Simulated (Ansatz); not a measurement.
# ZrBF: from a guess to a relaxed structure

Where does this trial cell of ZrBF go when cell and atoms are let free?

Computed with Ansatz 0.2.0 (DFT PBE, scalar-relativistic, plane waves, PAW, unless a step's input says otherwise).

### Step 1. The system as given

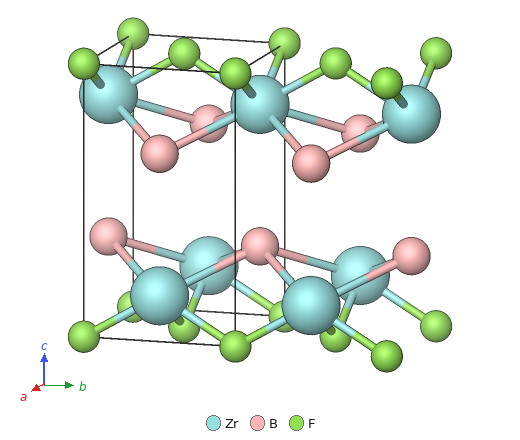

The starting structure, seen slightly off an axis (zirconium light teal, boron pink, fluorine green). 1×2×1 cells are drawn. Atoms on the faces are drawn again on the opposite ones.

As a file:

```cif
data_structure
_symmetry_space_group_name_H-M 'P4/nmm:1'
_symmetry_Int_Tables_number 129
_cell_length_a 3.6428
_cell_length_b 3.6428
_cell_length_c 6.3700
_cell_angle_alpha 90.000
_cell_angle_beta 90.000
_cell_angle_gamma 90.000
_cell_volume 84.53
loop_
_atom_site_label
_atom_site_type_symbol
_atom_site_symmetry_multiplicity
_atom_site_Wyckoff_symbol
_atom_site_fract_x
_atom_site_fract_y
_atom_site_fract_z
_atom_site_occupancy
Zr1 Zr 2 c 0.00000 0.50000 0.16800 1
B1 B 2 c 0.00000 0.50000 0.68800 1
F1 F 2 a 0.00000 0.00000 0.00000 1
```

The cell is invented: species swapped into a database cell of BaMnGe (P4/nmm, No. 129), with Zr on the Ba sites, F on the Mn sites and B on the Ge sites. Its size is a rough estimate.

### Step 2. A first look at the guess

input.yaml

```yaml
crystal:
  lattice:
    - [3.64280145, 0.0, 0.0]
    - [0.0, 3.64280145, 0.0]
    - [0.0, 0.0, 6.36998753]
  atoms:
    - { symbol: Zr, position: [0.0, 0.5, 0.168] }
    - { symbol: Zr, position: [0.5, 0.0, 0.832] }
    - { symbol: B, position: [0.0, 0.5, 0.68800002] }
    - { symbol: B, position: [0.5, 0.0, 0.31199998] }
    - { symbol: F, position: [0.0, 0.0, 0.0] }
    - { symbol: F, position: [0.5, 0.5, 0.0] }
basis:
  ecutwfc: 420
kpoints:
  mp_grid: { grid: [6, 6, 4] }
hamiltonian:
  xc: pbe
scf:
  occupations: { method: gaussian, width: 0.1 }
  lower_state_search: "off"
output:
  forces: true
  stress: true
  eigenvalues: true
```

Started as:

```sh
$ ansatz run input.yaml --threads 1 --pin off --max-ram 2048MiB --backend cpu --events-out ev --progress --plain --runs-dir out
```

Log, cut to the lines that bear on the results:

```text
Warning: RAYON_NUM_THREADS=1 ignored (pool sized by the plan → 1); use --threads N
[...]
Pseudopotentials: kind: paw
Pseudopotential: Zr, paw, valence charge 12, recommended cutoff 420 eV (normal), Zr.paw.azcp
Pseudopotential: B, paw, valence charge 3, recommended cutoff 420 eV (normal), B.paw.azcp
Pseudopotential: F, paw, valence charge 7, recommended cutoff 420 eV (normal), F.paw.azcp
Functional definition: PBE
[...]
Crystal: 6 atoms, lattice volume = 84.530 Å³
Basis set: ecut = 420 eV, 1653 PW (Γ), exchange–correlation on 50×50×90 points (8 copies of the dense FFT grid, shifted against one another)
Bands: 28, of which v1, the nominal top of the filled ones, is band 22 counted from 1 (21 counted from 0)
Symmetry: 16 space group operations
Space group: P4/nmm (ITA 129), of the structure as read, at distance tolerance 4.4e-5 Å
k-points: 30 of 144
[...]
SCF iter   1: F=—  HF=-10291.419576 eV  |F-HF|=—  |Δ(HF+E_count)|=         —  Δρ=1.07e-2  dr2=9.56e-2  ethr=1.77e-3  ⟨swp⟩=4.2  Hψ=3553  notcnv=0
[...]
SCF iter   7: F=-10291.405804 eV  HF=-10291.405804 eV  |F-HF|=1.67e-8  |Δ(HF+E_count)|=   2.75e-7  Δρ=9.11e-6  dr2=6.17e-8  ethr=2.27e-10  ⟨swp⟩=6.6  Hψ=3666  notcnv=0
[...]
SCF converged after 7 iterations
Free energy (F): -10291.405804 eV
[...]
E sigma→0 (E₀):  -10291.390729 eV
Entropy (-TS):   -0.030152 eV (-5.025 meV/atom)
Fermi energy:    10.748447 eV
[...]
--- Forces (eV/Å), atoms counted from 1 ---
  atom   1  Zr    -0.00000000     0.00000000     6.80249258
  atom   2  Zr    -0.00000000     0.00000000    -6.80249258
  atom   3  B      0.00000000     0.00000000    -0.41914856
  atom   4  B      0.00000000     0.00000000     0.41914856
  atom   5  F      0.00000000     0.00000000     0.00000000
  atom   6  F      0.00000000     0.00000000     0.00000000
[...]
--- Stress (GPa, compression-positive) ---
        7.330377       0.000000       0.000000
        0.000000       7.330377       0.000000
        0.000000       0.000000      16.711119
  P = ⅓ Tr σ = 10.4573 GPa (104.573 kbar)
--- Band table (eV; the first three rows and the last of 30) ---
[...]
```

Run time: 3.8 s. Hardware: 1 thread of Arm Neoverse V2, shared host; peak memory 0.35 GiB.

Read-out: pressure 10.5 GPa, largest force 6.80 eV/Å, gap on this mesh none (metal). A guess like this is first relaxed loosely on the coarse mesh.

### Step 3. Rough relaxation on the coarse mesh

Changes to input.yaml since step 2:

```diff
@@ -25 +25,6 @@
   eigenvalues: true
+relax:
+  adjacent_minimum: "off"
+  f_tol: 0.04
+  max_steps: 70
+  cell: { stress_tol: 0.4 }
```

Started as:

```sh
$ ansatz run input.yaml --threads 1 --pin off --max-ram 2048MiB --backend cpu --events-out ev --progress --plain --runs-dir out
```

Log:

```text
Warning: RAYON_NUM_THREADS=1 ignored (pool sized by the plan → 1); use --threads N
Engine: ansatz 0.2.0, aarch64-unknown-linux-gnu
[... 5 set-up lines as earlier in the session ...]
  parameter kappa = 0.804
  parameter beta = 0.06672455060314922
  exchange = pbe_x(kappa = kappa, mu = beta*pi^2/3)
  correlation = pbe_c(beta = beta)
Crystal: 6 atoms, lattice volume = 84.530 Å³
Basis set: ecut = 420 eV, 1653 PW (Γ), exchange–correlation on 50×50×90 points (8 copies of the dense FFT grid, shifted against one another)
Bands: 28, of which v1, the nominal top of the filled ones, is band 22 counted from 1 (21 counted from 0)
[... 2 set-up lines as earlier in the session ...]
k-points: 30 of 144
Non-local potential: Zr, projectors of the file, l = 0: 3, l = 1: 2, l = 2: 2, l = 3: 2
Non-local potential: B, projectors of the file, l = 0: 2, l = 1: 2, l = 2: 1
Non-local potential: F, projectors of the file, l = 0: 2, l = 1: 2, l = 2: 1
PAW form: soft (Blöchl's): semilocal exchange-correlation on the pseudo side does not see the compensation charge
PAW one-centre angular grid: Zr, 590 points (default); XC on 64 Gauss nodes
PAW one-centre angular grid: B, 110 points (default); XC on 64 Gauss nodes
PAW one-centre angular grid: F, 110 points (default); XC on 64 Gauss nodes
Initial density: superposition of atomic densities (neutral atoms: chi_scale 0, normalization atom), corrected by the library's trained network
Initial wavefunctions: pseudopotential atomic-orbital guess
Functional: x = pbe(κ = 0.804, μ = 0.2195149727645171), c = pbe(β = 0.06672455060314922)
SCF iter   1: F=—  HF=-10291.419576 eV  |F-HF|=—  |Δ(HF+E_count)|=         —  Δρ=1.07e-2  dr2=9.56e-2  ethr=1.77e-3  ⟨swp⟩=4.2  Hψ=3553  notcnv=0
preconditioner: auto → Kerker (q_TF=auto, 2.447 Å⁻¹)  [metal: Δε(μ)=0.030 eV  Ē_g=8.019 eV  σ=0.100 eV  W_gap=0.17  n_scr=20 (ndim 8)  ℏωp=19.8 eV  f_vac=0.000  D(μ)=5.73/eV (n_scr^D=58)]
SCF iter   2: F=—  HF=-10291.408584 eV  |F-HF|=—  |Δ(HF+E_count)|=   1.10e-2  Δρ=5.61e-3  dr2=2.52e-2  ethr=2.17e-4  ⟨swp⟩=1.0  Hψ=1080  notcnv=0
SCF iter   3: F=—  HF=-10291.405920 eV  |F-HF|=—  |Δ(HF+E_count)|=   2.66e-3  Δρ=1.01e-3  dr2=1.15e-3  ethr=5.74e-5  ⟨swp⟩=2.0  Hψ=946  notcnv=0
SCF iter   4: F=—  HF=-10291.405862 eV  |F-HF|=—  |Δ(HF+E_count)|=   5.79e-5  Δρ=4.56e-4  dr2=2.64e-4  ethr=2.61e-6  ⟨swp⟩=2.5  Hψ=1336  notcnv=0
SCF iter   5: F=—  HF=-10291.405837 eV  |F-HF|=—  |Δ(HF+E_count)|=   2.41e-5  Δρ=1.13e-4  dr2=3.14e-5  ethr=5.99e-7  ⟨swp⟩=2.1  Hψ=1147  notcnv=0
SCF iter   6: F=—  HF=-10291.405805 eV  |F-HF|=—  |Δ(HF+E_count)|=   3.29e-5  Δρ=2.98e-5  dr2=2.47e-6  ethr=7.13e-8  ⟨swp⟩=2.1  Hψ=1024  notcnv=0  defer=1
SCF iter   7: F=-10291.405804 eV  HF=-10291.405804 eV  |F-HF|=1.67e-8  |Δ(HF+E_count)|=   2.75e-7  Δρ=9.11e-6  dr2=6.17e-8  ethr=2.27e-10  ⟨swp⟩=6.6  Hψ=3664  notcnv=0
SCF 1 converged in 7 iterations: F = -10291.405804 eV  dr2 = 6.17e-8
relax step   1: F+E_penalty+E_count = -10291.40580430 eV  Δ(F+E_penalty+E_count) = +0.000e0 eV  max|allowed force component| = 6.802e0 eV/Å  Δτ_max = 0.0000 Å  P = +10.457 GPa  Ω = 84.530 Å³  (7 SCF iters, dr2 threshold 1.00e-7 eV, accepted)
Crystal: 6 atoms, lattice volume = 83.915 Å³
Basis set: ecut = 420 eV, 1629 PW (Γ), exchange–correlation on 50×50×90 points (8 copies of the dense FFT grid, shifted against one another)
Initial density: handed on by an earlier stage of this run
Initial wavefunctions: those handed on with the density
SCF iter   1: F=—  HF=-10294.445123 eV  |F-HF|=—  |Δ(HF+E_count)|=         —  Δρ=3.19e-2  dr2=2.29e0  ethr=3.10e-3  ⟨swp⟩=7.4  Hψ=3670  notcnv=0
preconditioner: auto → Kerker (q_TF=auto, 2.450 Å⁻¹)  [metal: Δε(μ)=0.011 eV  Ē_g=7.379 eV  σ=0.100 eV  W_gap=0.06  n_scr=16 (ndim 8)  ℏωp=19.9 eV  f_vac=0.000  D(μ)=3.93/eV (n_scr^D=36)]
SCF iter   2: F=—  HF=-10294.147511 eV  |F-HF|=—  |Δ(HF+E_count)|=   2.98e-1  Δρ=1.54e-2  dr2=7.59e-1  ethr=3.10e-3  ⟨swp⟩=2.0  Hψ=1224  notcnv=0  defer=23
SCF iter   3: F=—  HF=-10293.999489 eV  |F-HF|=—  |Δ(HF+E_count)|=   1.48e-1  Δρ=6.58e-3  dr2=1.25e-1  ethr=1.72e-3  ⟨swp⟩=2.1  Hψ=1133  notcnv=0  defer=26
SCF iter   4: F=—  HF=-10293.972922 eV  |F-HF|=—  |Δ(HF+E_count)|=   2.66e-2  Δρ=4.21e-3  dr2=1.98e-2  ethr=2.84e-4  ⟨swp⟩=2.3  Hψ=1469  notcnv=0  defer=29
SCF iter   5: F=—  HF=-10293.968388 eV  |F-HF|=—  |Δ(HF+E_count)|=   4.53e-3  Δρ=1.41e-3  dr2=2.16e-3  ethr=4.50e-5  ⟨swp⟩=2.0  Hψ=1160  notcnv=0  defer=29
SCF iter   6: F=—  HF=-10293.968311 eV  |F-HF|=—  |Δ(HF+E_count)|=   7.74e-5  Δρ=2.37e-4  dr2=6.32e-5  ethr=4.91e-6  ⟨swp⟩=2.1  Hψ=1144  notcnv=0  defer=29
SCF iter   7: F=—  HF=-10293.968305 eV  |F-HF|=—  |Δ(HF+E_count)|=   6.21e-6  Δρ=6.59e-5  dr2=5.06e-6  ethr=1.44e-7  ⟨swp⟩=2.0  Hψ=1027  notcnv=0  defer=29
SCF iter   8: F=-10293.968306 eV  HF=-10293.968306 eV  |F-HF|=1.32e-8  |Δ(HF+E_count)|=   1.13e-6  Δρ=1.64e-5  dr2=2.63e-7  ethr=1.36e-9  ⟨swp⟩=8.5  Hψ=3943  notcnv=0
SCF 2 converged in 8 iterations: F = -10293.968306 eV  dr2 = 2.63e-7
relax step   2: F+E_penalty+E_count = -10293.96830594 eV  Δ(F+E_penalty+E_count) = -2.563e0 eV  max|allowed force component| = 5.366e0 eV/Å  Δτ_max = 0.1948 Å  P = -0.509 GPa  Ω = 83.915 Å³  energy of the carried Pulay correction = +1.172e-3 eV  (8 SCF iters, dr2 threshold 6.00e-7 eV, accepted)
Crystal: 6 atoms, lattice volume = 82.319 Å³
Basis set: ecut = 420 eV, 1609 PW (Γ), exchange–correlation on 50×50×90 points (8 copies of the dense FFT grid, shifted against one another)
SCF iter   1: F=—  HF=-10296.440178 eV  |F-HF|=—  |Δ(HF+E_count)|=         —  Δρ=3.24e-2  dr2=2.10e0  ethr=3.10e-3  ⟨swp⟩=6.4  Hψ=3900  notcnv=0
preconditioner: auto → Kerker (q_TF=auto, 2.458 Å⁻¹)  [metal: Δε(μ)=0.012 eV  Ē_g=6.962 eV  σ=0.100 eV  W_gap=0.07  n_scr=16 (ndim 8)  ℏωp=20.0 eV  f_vac=0.000  D(μ)=5.20/eV (n_scr^D=46)]
SCF iter   2: F=—  HF=-10296.175022 eV  |F-HF|=—  |Δ(HF+E_count)|=   2.65e-1  Δρ=1.61e-2  dr2=7.61e-1  ethr=3.10e-3  ⟨swp⟩=2.0  Hψ=1219  notcnv=0  defer=23
SCF iter   3: F=—  HF=-10296.031880 eV  |F-HF|=—  |Δ(HF+E_count)|=   1.43e-1  Δρ=8.77e-3  dr2=1.63e-1  ethr=1.73e-3  ⟨swp⟩=2.4  Hψ=1293  notcnv=0  defer=27
SCF iter   4: F=—  HF=-10295.999018 eV  |F-HF|=—  |Δ(HF+E_count)|=   3.29e-2  Δρ=4.20e-3  dr2=3.14e-2  ethr=3.70e-4  ⟨swp⟩=2.2  Hψ=1506  notcnv=0  defer=30
SCF iter   5: F=—  HF=-10295.990808 eV  |F-HF|=—  |Δ(HF+E_count)|=   8.21e-3  Δρ=1.49e-3  dr2=2.78e-3  ethr=7.14e-5  ⟨swp⟩=2.4  Hψ=1226  notcnv=0  defer=30
SCF iter   6: F=—  HF=-10295.990640 eV  |F-HF|=—  |Δ(HF+E_count)|=   1.68e-4  Δρ=2.89e-4  dr2=5.81e-5  ethr=6.33e-6  ⟨swp⟩=2.0  Hψ=1149  notcnv=0  defer=30
SCF iter   7: F=—  HF=-10295.990734 eV  |F-HF|=—  |Δ(HF+E_count)|=   9.37e-5  Δρ=6.62e-5  dr2=2.62e-6  ethr=1.32e-7  ⟨swp⟩=2.0  Hψ=1186  notcnv=0  defer=30
SCF iter   8: F=-10295.990736 eV  HF=-10295.990736 eV  |F-HF|=1.95e-8  |Δ(HF+E_count)|=   2.20e-6  Δρ=1.13e-5  dr2=9.99e-8  ethr=1.36e-9  ⟨swp⟩=8.4  Hψ=4035  notcnv=0
SCF 3 converged in 8 iterations: F = -10295.990736 eV  dr2 = 9.99e-8
relax step   3: F+E_penalty+E_count = -10295.99073598 eV  Δ(F+E_penalty+E_count) = -2.022e0 eV  max|allowed force component| = 2.496e0 eV/Å  Δτ_max = 0.1948 Å  P = -7.137 GPa  Ω = 82.319 Å³  energy of the carried Pulay correction = +4.256e-3 eV  (8 SCF iters, dr2 threshold 6.00e-7 eV, accepted)
[... 12 lines left out ...]
relax step   4: F+E_penalty+E_count = -10297.22437730 eV  Δ(F+E_penalty+E_count) = -1.234e0 eV  max|allowed force component| = 8.440e-1 eV/Å  Δτ_max = 0.1949 Å  P = -4.723 GPa  Ω = 76.203 Å³  energy of the carried Pulay correction = +1.665e-2 eV  (8 SCF iters, dr2 threshold 6.00e-7 eV, accepted)
[... 12 lines left out ...]
relax step   5: F+E_penalty+E_count = -10297.33045591 eV  Δ(F+E_penalty+E_count) = -1.061e-1 eV  max|allowed force component| = 7.403e-1 eV/Å  Δτ_max = 0.0356 Å  P = -2.291 GPa  Ω = 74.518 Å³  energy of the carried Pulay correction = +2.023e-2 eV  (6 SCF iters, dr2 threshold 6.00e-7 eV, accepted)
[... 12 lines left out ...]
relax step   6: F+E_penalty+E_count = -10297.45116939 eV  Δ(F+E_penalty+E_count) = -1.207e-1 eV  max|allowed force component| = 4.606e-1 eV/Å  Δτ_max = 0.1494 Å  P = +5.153 GPa  Ω = 70.503 Å³  energy of the carried Pulay correction = +2.908e-2 eV  (8 SCF iters, dr2 threshold 6.00e-7 eV, accepted)
[... 13 lines left out ...]
relax step   7: F+E_penalty+E_count = -10297.49200903 eV  Δ(F+E_penalty+E_count) = -4.084e-2 eV  max|allowed force component| = 2.897e-1 eV/Å  Δτ_max = 0.0292 Å  P = -0.582 GPa  Ω = 73.091 Å³  energy of the carried Pulay correction = +2.332e-2 eV  (8 SCF iters, dr2 threshold 6.00e-7 eV, accepted)
[... 12 lines left out ...]
relax step   8: F+E_penalty+E_count = -10297.49974256 eV  Δ(F+E_penalty+E_count) = -7.734e-3 eV  max|allowed force component| = 2.310e-2 eV/Å  Δτ_max = 0.0167 Å  P = +0.063 GPa  Ω = 72.782 Å³  energy of the carried Pulay correction = +2.400e-2 eV  (6 SCF iters, dr2 threshold 6.00e-7 eV, accepted)
Basis set: ecut = 420 eV, 1409 PW (Γ), exchange–correlation on 48×48×90 points (8 copies of the dense FFT grid, shifted against one another)
Initial wavefunctions: pseudopotential atomic-orbital guess (no wavefunctions were taken with the density)
iter 1 solved again at ethr=1.24e-7 eV; its pass at ethr=3.10e-3 eV (dr2=5.46e-5 eV) is discarded
SCF iter   1: F=—  HF=-10297.488321 eV  |F-HF|=—  |Δ(HF+E_count)|=         —  Δρ=6.74e-4  dr2=4.44e-5  ethr=1.24e-7  ⟨swp⟩=3.0  Hψ=5337  notcnv=0
preconditioner: auto → none  [insulator: Δε(μ)=0.120 eV  Ē_g=15.841 eV  σ=0.100 eV  W_gap=0.58  n_scr=16 (ndim 8)  ℏωp=27.5 eV  f_vac=0.000  D(μ)=1.18/eV (n_scr^D=2)  ε∞_Penn≈4.0]
SCF iter   2: F=—  HF=-10297.488267 eV  |F-HF|=—  |Δ(HF+E_count)|=   5.40e-5  Δρ=2.85e-4  dr2=8.87e-6  ethr=1.01e-7  ⟨swp⟩=2.0  Hψ=1138  notcnv=0
SCF iter   3: F=—  HF=-10297.488282 eV  |F-HF|=—  |Δ(HF+E_count)|=   1.55e-5  Δρ=8.35e-5  dr2=2.65e-6  ethr=2.02e-8  ⟨swp⟩=2.0  Hψ=1212  notcnv=0
SCF iter   4: F=—  HF=-10297.488281 eV  |F-HF|=—  |Δ(HF+E_count)|=   6.47e-7  Δρ=2.19e-5  dr2=5.85e-7  ethr=6.03e-9  ⟨swp⟩=2.0  Hψ=1371  notcnv=0
SCF iter   5: F=—  HF=-10297.488281 eV  |F-HF|=—  |Δ(HF+E_count)|=   5.96e-8  Δρ=4.81e-6  dr2=6.54e-9  ethr=1.33e-9  ⟨swp⟩=2.0  Hψ=1063  notcnv=0
SCF iter   6: F=-10297.488281 eV  HF=-10297.488281 eV  |F-HF|=2.36e-11  |Δ(HF+E_count)|=   7.60e-9  Δρ=1.05e-6  dr2=4.87e-10  ethr=8.73e-12  ⟨swp⟩=4.0  Hψ=2650  notcnv=0
SCF 9 converged in 6 iterations: F = -10297.488281 eV  dr2 = 4.87e-10
relax step   9: F+E_penalty+E_count = -10297.48828144 eV  Δ(F+E_penalty+E_count) = +1.146e-2 eV  max|allowed force component| = 2.486e-2 eV/Å  Δτ_max = 0.0000 Å  P = -0.249 GPa  Ω = 72.782 Å³  stress off target by 2.70e-1 GPa  SCF on the basis re-selected at this cell (its energy is not comparable with the rows above)  (6 SCF iters)
basis re-selected at this cell: Δ(F+E_penalty+E_count) = +1.146e-2 eV, ΔP = -0.312 GPa vs the last step (what re-selecting the basis moved, of the pressure what is left beyond the Pulay correction that the steps carried, after the strain that the cell walked since its last selection, with what the two solves' SCF thresholds leave and, on support functions, any second-order correction that the steps lacked; it is no measure of the basis error at this ecutwfc). The dense FFT grid was sized anew with the basis: this SCF ran on 24×24×45 points, the steps before it on 25×25×45, so part of this shift can come from that change (see relax.cell in the input reference). This SCF's stress stands 2.70e-1 GPa from its target on what of the cell is left free (relax.cell.stress_tol is 4.00e-1 GPa) and its largest allowed force component is 2.49e-2 eV/Å (relax.f_tol is 4.00e-2 eV/Å): within both
SCF converged after 6 iterations
Free energy (F): -10297.488281 eV
Harris-Foulkes:  -10297.488281 eV  (|F-HF|=2.36e-11)
Internal energy: -10297.482365 eV  (E = F + TS)
E sigma→0 (E₀):  -10297.485323 eV
Entropy (-TS):   -0.005916 eV (-0.986 meV/atom)
Fermi energy:    12.184618 eV
--- Per-component energies (eV) ---
  E_band       = -190.582603
  E_kinetic    = 1169.153083
  E_local      = -2488.210134  (includes V_loc(G=0)·N_el)
  E_nonlocal   = 331.571993
  E_hartree    = 877.441924
  E_xc         = -545.824906
  E_vxc        = -661.057295  (∫ρ·V_xc dr)
  E_paw        = -6465.362851  (= ΣΔE_a)
  E_vpaw       = -296.928916  (= ΣTr[D̂ρ^β])
  E_aug_tail   = 0.004173  (compensation charges beyond the density's cutoff)
  E_ewald      = -3176.255647
  E_smearing   = -0.005916  (= −TS)
  E_closure    = 0.000000  (closes the sum)
  Σ components = -10297.488281   (vs F -10297.488281, Δ=0.00e0)
--- Forces (eV/Å), atoms counted from 1 ---
  atom   1  Zr    -0.00000000     0.00000000    -0.02486272
  atom   2  Zr     0.00000000     0.00000000     0.02486272
  atom   3  B      0.00000000     0.00000000     0.00678186
  atom   4  B     -0.00000000     0.00000000    -0.00678186
  atom   5  F     -0.00000000     0.00000000    -0.00000000
  atom   6  F      0.00000000     0.00000000     0.00000000
  max |Σ_I F_I| component: 2.60e-18 eV/Å
--- Stress (GPa, compression-positive) ---
       -0.269838      -0.000000      -0.000000
       -0.000000      -0.269838      -0.000000
       -0.000000      -0.000000      -0.206484
  P = ⅓ Tr σ = -0.2487 GPa (-2.487 kbar)
--- Band table (eV; the first three rows and the last of 30) ---
  k-point 0: bands = ["-36.5735", "-36.5551", "-15.3477", "-14.5964", "-14.4802", "-14.4802", "-14.4328", "-14.4328", "-12.4226", "-11.7878", "3.9107", "4.1055", "4.8614", "4.8614", "5.6370", "7.5705", "7.6231", "7.6231", "9.8074", "11.6333", "11.9931", "11.9931", "13.6165", "14.6025", "15.0470", "15.4686", "15.4965", "15.4965"]
  k-point 1: bands = ["-36.5710", "-36.5576", "-15.3042", "-14.6627", "-14.4740", "-14.4740", "-14.4391", "-14.4391", "-12.3956", "-11.7878", "3.3145", "4.8669", "4.8669", "5.0048", "5.6243", "7.1222", "7.6078", "7.6078", "9.9859", "11.8846", "12.0035", "12.0035", "13.2991", "13.9796", "15.0922", "15.4169", "15.4634", "15.4634"]
  k-point 2: bands = ["-36.5666", "-36.5620", "-15.2508", "-14.7382", "-14.4635", "-14.4635", "-14.4496", "-14.4496", "-12.3694", "-11.7878", "3.0686", "4.8727", "4.8727", "5.6115", "6.0738", "6.1707", "7.5926", "7.5926", "10.1687", "12.0147", "12.0147", "12.3832", "12.7367", "13.5130", "15.1600", "15.3426", "15.4239", "15.4239"]
  k-point 29: bands = ["-36.5141", "-36.5141", "-14.9998", "-14.9998", "-14.7677", "-14.7677", "-14.6228", "-14.6228", "-12.0757", "-12.0757", "3.9055", "3.9055", "5.4664", "5.4664", "6.4005", "6.4005", "8.0213", "8.0213", "9.1252", "9.1252", "12.1477", "12.1477", "13.4598", "13.4598", "15.8240", "15.8240", "17.0929", "17.0929"]
--- Relaxed structure (8 steps of the walk, 8 accepted, 1 SCFs on fresh bases) ---
  F+E_penalty+E_count = -10297.48828144 eV   max|allowed force component| = 2.486e-2 eV/Å   (the final SCF, on the basis selected at the relaxed cell)
  cell:  # Å, volume = 72.7816 Å³
    - [3.3992352449599523, -4.396146455840328e-34, 0.0]
    - [-1.7184936145557646e-33, 3.3992352449599523, 0.0]
    - [0.0, 0.0, 6.2988196712904285]
  atoms:
    - { symbol: Zr, position: [-3.93853482825321e-34, 0.5, 0.26462082388222874] }
    - { symbol: Zr, position: [0.5, 6.002888128008387e-35, 0.7353791761177716] }
    - { symbol: B, position: [3.517919616531522e-34, 0.5, 0.6326318233236442] }
    - { symbol: B, position: [0.5, 3.1322409383530014e-35, 0.3673681766763561] }
    - { symbol: F, position: [-2.170195507287437e-35, -8.536217062764223e-36, -4.0312584293494135e-35] }
    - { symbol: F, position: [0.5, 0.5, 2.0156292146747065e-34] }
```

Run time: 41 s. Hardware: 1 thread of Arm Neoverse V2, shared host; peak memory 0.37 GiB.

The steps of the relaxation:

| step | E - E(step 1) (eV/cell) | largest force component (eV/Å) | pressure (GPa) | volume (Å³) |
| --- | --- | --- | --- | --- |
| 1 | 0.0000 | 6.8025 | 10.46 | 84.53 |
| 2 | -2.5625 | 5.3656 | -0.51 | 83.92 |
| 3 | -4.5849 | 2.4961 | -7.14 | 82.32 |
| 4 | -5.8186 | 0.8440 | -4.72 | 76.20 |
| 5 | -5.9247 | 0.7403 | -2.29 | 74.52 |
| 6 | -6.0454 | 0.4606 | 5.15 | 70.50 |
| 7 | -6.0862 | 0.2897 | -0.58 | 73.09 |
| 8 | -6.0939 | 0.0231 | 0.06 | 72.78 |
| 9 | -6.0825 | 0.0249 | -0.25 | 72.78 |

Step 1 is the start. Step 9 repeats the geometry before it on a plane-wave basis chosen anew for that cell, so its energy need not be comparable with the rows above.

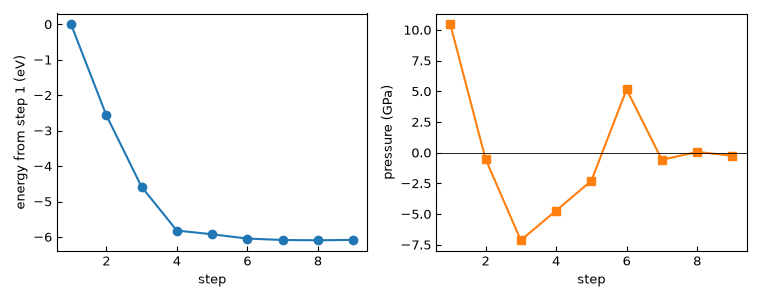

Energy and pressure along the relaxation.

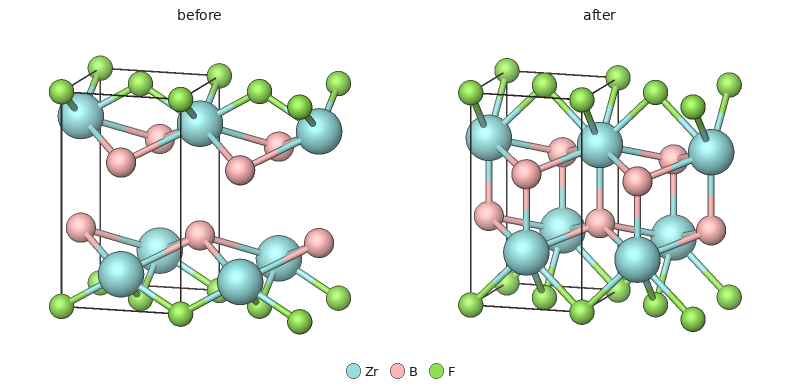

The structure before (left) and after (right) the relaxation, drawn at the same scale.

|  | before | after | change |
| --- | --- | --- | --- |
| a (Å) | 3.643 | 3.399 | -6.7 % |
| b (Å) | 3.643 | 3.399 | -6.7 % |
| c (Å) | 6.370 | 6.299 | -1.1 % |
| volume (Å³/atom) | 14.09 | 12.13 | -13.9 % |
| shortest distance (Å) | 2.113 | 2.318 | +9.7 % |
| space group (0.01 Å) | P4/nmm | P4/nmm | same |

Forces and stress were held to the start's 16 operations: a distortion of lower symmetry was not tested.

[end of part 1 of 2]
